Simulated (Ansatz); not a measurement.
**Run report: AlGeH$_{3}$OF$_{4}$, geometry relaxation (part 2 of 2)**

The same run, continued: AlGeH$_{3}$OF$_{4}$; RKS PBE-D4/def2-SVP (Ansatz 0.2.0). It belongs to a series of runs on one base structure; here: end point B relaxed.

Geometry of the input (Å):
```
Ge -0.3625  -0.1149  -0.4128
F  -0.1733  0.7981  2.3073
F  0.9116  -1.0974  0.2103
F  0.1499  1.5256  -0.5533
F  -0.6540  -0.6682  -2.0378
O  -1.9088  -0.2713  0.4198
Al -3.2911  -1.2741  -0.0021
H  -3.0298  -2.6561  -0.7483
H  -4.6824  -0.7041  0.5383
H  -1.0982  0.7241  2.2115
```

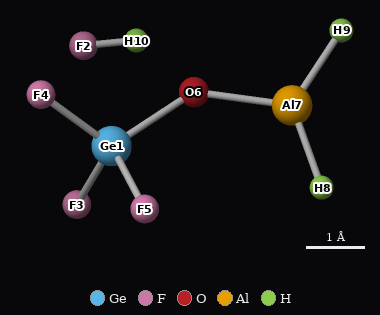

*The geometry at step 11 of the log (ball-and-stick view, seen at a tilt; atoms are numbered from 1 in the order of the input).*

Trajectory as extended XYZ, continued:
```
10
Properties=species:S:1:pos:R:3:forces:R:3 step=3 energy=-76039.27146
Ge   -0.3397   -0.0779   -0.3272    0.3618   0.1481  -0.0326
F    -0.2643    0.7628    2.1348   -0.3673  -0.1353  -0.1466
F     0.9294   -1.0834    0.2651   -0.0247  -0.0235  -0.0005
F     0.1716    1.5575   -0.5182   -0.0194  -0.0218  -0.0508
F    -0.6498   -0.6434   -1.9445   -0.0322  -0.0107   0.0081
O    -1.8885   -0.2386    0.4915   -0.1298  -0.0129   0.1146
Al   -3.2716   -1.2389    0.0569   -0.1018  -0.0794  -0.0120
H    -3.0103   -2.5990   -0.7203    0.0145   0.0280  -0.0027
H    -4.6548   -0.6844    0.5994   -0.0021   0.0170   0.0205
H    -1.1606    0.5071    1.8954    0.3010   0.0905   0.1022
10
Properties=species:S:1:pos:R:3:forces:R:3 step=4 energy=-76039.27595
Ge   -0.3227   -0.0652   -0.3192    0.1870   0.0650   0.0254
F    -0.3063    0.7229    2.1097    0.1916   0.0894   0.0702
F     0.9477   -1.0677    0.2748    0.0000  -0.0076  -0.0063
F     0.1774    1.5680   -0.5514   -0.0048  -0.0127  -0.0048
F    -0.6487   -0.6582   -1.9241   -0.0086  -0.0026  -0.0070
O    -1.8779   -0.2316    0.4996   -0.2367  -0.0802  -0.0371
Al   -3.2679   -1.2292    0.0710   -0.0274  -0.0229  -0.0357
H    -3.0003   -2.5760   -0.7240   -0.0129   0.0023   0.0001
H    -4.6443   -0.6704    0.6277    0.0009  -0.0013   0.0210
H    -1.1956    0.4693    1.8687   -0.0890  -0.0293  -0.0259
10
Properties=species:S:1:pos:R:3:forces:R:3 step=5 energy=-76039.28042
Ge   -0.3221   -0.0642   -0.3119    0.0518   0.0178   0.0073
F    -0.2865    0.7418    2.0983    0.0621   0.0152  -0.0011
F     0.9461   -1.0667    0.2864    0.0052  -0.0144   0.0007
F     0.1750    1.5690   -0.5443    0.0044   0.0164  -0.0170
F    -0.6404   -0.6573   -1.9190    0.0054   0.0004   0.0006
O    -1.8888   -0.2380    0.4929   -0.0659  -0.0368   0.0084
Al   -3.2791   -1.2345    0.0595    0.0102   0.0043   0.0073
H    -3.0158   -2.5803   -0.7376   -0.0130   0.0018  -0.0127
H    -4.6502   -0.6795    0.6343    0.0006  -0.0039   0.0055
H    -1.1766    0.4715    1.8740   -0.0608  -0.0007   0.0011
10
Properties=species:S:1:pos:R:3:forces:R:3 step=6 energy=-76039.28189
Ge   -0.3125   -0.0652   -0.2939    0.1777  -0.0057  -0.1334
F    -0.2952    0.7590    2.0520   -0.0245   0.0093   0.0204
F     0.9604   -1.0595    0.3187   -0.0681   0.0352   0.0044
F     0.1814    1.5686   -0.5580   -0.0562  -0.0635   0.0337
F    -0.5779   -0.6723   -1.9093   -0.0367   0.0238   0.1108
O    -1.8918   -0.2590    0.4877   -0.0152   0.0095  -0.0056
Al   -3.2931   -1.2385    0.0650   -0.0145  -0.0403  -0.0378
H    -3.0729   -2.5422   -0.8138   -0.0054   0.0188   0.0010
H    -4.6406   -0.7146    0.7187    0.0004   0.0042   0.0155
H    -1.1963    0.4854    1.8655    0.0425   0.0087  -0.0091
10
Properties=species:S:1:pos:R:3:forces:R:3 step=7 energy=-76039.28346
Ge   -0.3076   -0.0687   -0.2914   -0.0079  -0.0006   0.0498
F    -0.2940    0.7706    2.0488   -0.0524  -0.0012   0.0080
F     0.9606   -1.0540    0.3319    0.0460  -0.0430   0.0488
F     0.1753    1.5617   -0.5648   -0.0002   0.0769   0.0088
F    -0.5762   -0.6872   -1.8929   -0.0406  -0.0556  -0.1200
O    -1.8907   -0.2623    0.4865    0.0089   0.0069   0.0187
Al   -3.2930   -1.2405    0.0617   -0.0098  -0.0084  -0.0312
H    -3.0860   -2.5225   -0.8528   -0.0052   0.0245   0.0139
H    -4.6326   -0.7283    0.7440    0.0131  -0.0096   0.0076
H    -1.1942    0.4928    1.8616    0.0481   0.0100  -0.0043
10
Properties=species:S:1:pos:R:3:forces:R:3 step=8 energy=-76039.28409
Ge   -0.3110   -0.0844   -0.2877    0.0272   0.0004   0.0312
F    -0.2938    0.7981    2.0481   -0.0176   0.0033   0.0068
F     0.9639   -1.0534    0.3499    0.0200  -0.0252   0.0161
F     0.1617    1.5474   -0.5776   -0.0080   0.0333  -0.0140
F    -0.5895   -0.7275   -1.8805   -0.0107  -0.0107  -0.0413
O    -1.8855   -0.2732    0.5094    0.0264   0.0525   0.0074
Al   -3.2935   -1.2291    0.0600    0.0028  -0.0224  -0.0284
H    -3.0729   -2.4556   -0.9140   -0.0248  -0.0547  -0.0346
H    -4.6307   -0.7655    0.7714   -0.0227   0.0209   0.0360
H    -1.1872    0.5050    1.8537    0.0073   0.0026   0.0209
10
Properties=species:S:1:pos:R:3:forces:R:3 step=9 energy=-76039.28551
Ge   -0.2996   -0.0850   -0.2849   -0.0075   0.0023   0.0220
F    -0.3104    0.8089    2.0403   -0.0009   0.0051   0.0149
F     0.9712   -1.0491    0.3707    0.0033  -0.0011   0.0030
F     0.1648    1.5483   -0.5847   -0.0018   0.0062  -0.0035
F    -0.5640   -0.7387   -1.8767    0.0025  -0.0095  -0.0255
O    -1.8826   -0.2762    0.4972    0.0283   0.0276  -0.0335
Al   -3.2968   -1.2225    0.0439   -0.0248  -0.0771   0.0637
H    -3.1131   -2.4467   -0.9493   -0.0193   0.0313  -0.0162
H    -4.6072   -0.7830    0.8289    0.0189   0.0124  -0.0319
H    -1.2008    0.5059    1.8473    0.0014   0.0029   0.0071
10
Properties=species:S:1:pos:R:3:forces:R:3 step=10 energy=-76039.28211 accepted=F
Ge   -0.2860   -0.0886   -0.2784   -0.0533  -0.0198  -0.0967
F    -0.3246    0.8387    2.0293   -0.0618  -0.0382  -0.0027
F     0.9913   -1.0299    0.4053   -0.0603   0.0549  -0.0353
F     0.1516    1.5500   -0.6047   -0.0088  -0.0816   0.0256
F    -0.5287   -0.7712   -1.8669    0.0452   0.0372   0.1126
O    -1.8769   -0.2923    0.4910    0.0933  -0.0638  -0.0124
Al   -3.2921   -1.2514    0.0614   -0.1356   0.0537  -0.0882
H    -3.1839   -2.4079   -1.0384    0.0134   0.1104   0.1534
H    -4.5816   -0.7894    0.8864    0.1170  -0.0932  -0.0523
H    -1.2076    0.5037    1.8476    0.0510   0.0403  -0.0041
10
Properties=species:S:1:pos:R:3:forces:R:3 step=11 energy=-76039.28774
Ge   -0.2926   -0.0917   -0.2907    0.0259   0.0115  -0.0077
F    -0.3247    0.8244    2.0477   -0.0226  -0.0056   0.0033
F     0.9831   -1.0367    0.3829    0.0012   0.0001   0.0036
F     0.1567    1.5461   -0.5904   -0.0064  -0.0074  -0.0012
F    -0.5349   -0.7556   -1.8817    0.0042  -0.0031  -0.0024
O    -1.8726   -0.2918    0.4888   -0.0302  -0.0058  -0.0051
Al   -3.2975   -1.2325    0.0550   -0.0166  -0.0075   0.0066
H    -3.1541   -2.4217   -0.9854    0.0003   0.0117   0.0010
H    -4.5932   -0.7889    0.8598    0.0182  -0.0005  -0.0007
H    -1.2088    0.5102    1.8467    0.0261   0.0066   0.0026
10
Properties=species:S:1:pos:R:3:forces:R:3 step=12 energy=-76039.28855
Ge   -0.2838   -0.1026   -0.2928    0.0322   0.0019  -0.0163
F    -0.3424    0.8495    2.0501   -0.0475  -0.0204  -0.0157
F     0.9954   -1.0219    0.4112   -0.0177   0.0151  -0.0164
F     0.1457    1.5385   -0.6059   -0.0041  -0.0240  -0.0014
F    -0.5029   -0.7911   -1.8770    0.0176   0.0103   0.0283
O    -1.8639   -0.3079    0.4830   -0.0450  -0.0228  -0.0005
Al   -3.3011   -1.2342    0.0564   -0.0235  -0.0077  -0.0269
H    -3.1989   -2.3697   -1.0550   -0.0038   0.0582   0.0623
H    -4.5689   -0.8161    0.9228    0.0479  -0.0246  -0.0224
H    -1.2176    0.5172    1.8400    0.0439   0.0140   0.0090
10
Properties=species:S:1:pos:R:3:forces:R:3 step=13 energy=-76039.28896
Ge   -0.2831   -0.1035   -0.2934    0.0299   0.0018  -0.0141
F    -0.3451    0.8509    2.0500   -0.0358  -0.0158  -0.0129
F     0.9959   -1.0194    0.4149   -0.0146   0.0107  -0.0138
F     0.1456    1.5370   -0.6091   -0.0039  -0.0178  -0.0008
F    -0.4974   -0.7959   -1.8763    0.0143   0.0089   0.0259
O    -1.8640   -0.3078    0.4812   -0.0425  -0.0224  -0.0021
Al   -3.3024   -1.2325    0.0561   -0.0110  -0.0053  -0.0202
H    -3.2035   -2.3609   -1.0607   -0.0037   0.0450   0.0468
H    -4.5655   -0.8225    0.9308    0.0347  -0.0173  -0.0148
H    -1.2190    0.5164    1.8391    0.0327   0.0120   0.0060
10
Properties=species:S:1:pos:R:3:forces:R:3 step=14 energy=-76039.29010
Ge   -0.2759   -0.1119   -0.2957    0.0255  -0.0065  -0.0037
F    -0.3643    0.8659    2.0484    0.0023   0.0017  -0.0070
F     1.0029   -1.0045    0.4416   -0.0154   0.0040  -0.0121
F     0.1417    1.5279   -0.6267   -0.0025  -0.0003   0.0002
F    -0.4597   -0.8290   -1.8706    0.0026   0.0077   0.0267
O    -1.8610   -0.3143    0.4707   -0.0318  -0.0235  -0.0121
Al   -3.3093   -1.2266    0.0550    0.0118  -0.0021   0.0029
H    -3.2432   -2.3020   -1.1119   -0.0072   0.0258   0.0217
H    -4.5397   -0.8627    0.9922    0.0188  -0.0077  -0.0150
H    -1.2301    0.5190    1.8297   -0.0043   0.0009  -0.0015
10
Properties=species:S:1:pos:R:3:forces:R:3 step=15 energy=-76039.29061
Ge   -0.2691   -0.1207   -0.2966    0.0243  -0.0034   0.0084
F    -0.3817    0.8834    2.0442    0.0281   0.0125  -0.0015
F     1.0100   -0.9919    0.4650   -0.0142  -0.0014  -0.0068
F     0.1372    1.5188   -0.6412   -0.0016   0.0099  -0.0033
F    -0.4264   -0.8600   -1.8630   -0.0075   0.0035   0.0180
O    -1.8571   -0.3233    0.4633   -0.0195  -0.0278  -0.0084
Al   -3.3134   -1.2256    0.0577    0.0036   0.0150  -0.0007
H    -3.2823   -2.2411   -1.1620   -0.0087   0.0122   0.0191
H    -4.5159   -0.9015    1.0453    0.0248  -0.0128  -0.0193
H    -1.2398    0.5235    1.8200   -0.0293  -0.0078  -0.0056
10
Properties=species:S:1:pos:R:3:forces:R:3 step=16 energy=-76039.29087
Ge   -0.2639   -0.1256   -0.2950    0.0244   0.0177   0.0111
F    -0.3907    0.8965    2.0386    0.0186   0.0064  -0.0045
F     1.0137   -0.9889    0.4776   -0.0094  -0.0014   0.0002
F     0.1374    1.5143   -0.6454   -0.0030  -0.0043  -0.0057
F    -0.4095   -0.8750   -1.8570   -0.0096  -0.0004   0.0031
O    -1.8539   -0.3298    0.4595   -0.0222  -0.0194  -0.0042
Al   -3.3160   -1.2219    0.0554    0.0037  -0.0175  -0.0020
H    -3.3099   -2.2090   -1.1893   -0.0041   0.0289   0.0257
H    -4.4996   -0.9297    1.0752    0.0214  -0.0019  -0.0221
H    -1.2461    0.5309    1.8130   -0.0198  -0.0081  -0.0015
10
Properties=species:S:1:pos:R:3:forces:R:3 step=17 energy=-76039.29112
Ge   -0.2586   -0.1304   -0.2920    0.0168   0.0301   0.0013
F    -0.3999    0.9115    2.0294    0.0091   0.0005  -0.0036
F     1.0193   -0.9804    0.4943   -0.0018  -0.0027   0.0072
F     0.1340    1.5089   -0.6565   -0.0036  -0.0146  -0.0043
F    -0.3914   -0.8971   -1.8463   -0.0087  -0.0007  -0.0024
O    -1.8504   -0.3380    0.4574   -0.0116  -0.0221   0.0144
Al   -3.3158   -1.2248    0.0581   -0.0161   0.0018  -0.0330
H    -3.3425   -2.1610   -1.2248    0.0058   0.0169   0.0305
H    -4.4815   -0.9607    1.1045    0.0178  -0.0070  -0.0065
H    -1.2517    0.5337    1.8087   -0.0079  -0.0022  -0.0033
10
Properties=species:S:1:pos:R:3:forces:R:3 step=18 energy=-76039.29137
Ge   -0.2580   -0.1308   -0.2891    0.0070   0.0206  -0.0005
F    -0.3994    0.9143    2.0245   -0.0024  -0.0022  -0.0050
F     1.0196   -0.9797    0.4985    0.0032  -0.0016   0.0062
F     0.1328    1.5076   -0.6593   -0.0007  -0.0112  -0.0044
F    -0.3929   -0.9017   -1.8413   -0.0021  -0.0006  -0.0074
O    -1.8501   -0.3406    0.4592   -0.0068  -0.0067   0.0200
Al   -3.3165   -1.2227    0.0552   -0.0019  -0.0075  -0.0227
H    -3.3459   -2.1505   -1.2320    0.0024   0.0102   0.0129
H    -4.4757   -0.9697    1.1091   -0.0018  -0.0002   0.0025
H    -1.2522    0.5356    1.8080    0.0032  -0.0010  -0.0017
```

Key numbers:

- outcome: converged
- total energy: −76039.2914 eV
- mean-field energy: −76039.0627 eV
- largest force (length of the vector) at the end: 0.024 eV/Å
- hardware: 4 threads of Arm Neoverse V1, 24 GiB of memory available, shared host
- wall time: 38 s (CPU time 2.4 min)
- peak memory: 0.21 GiB
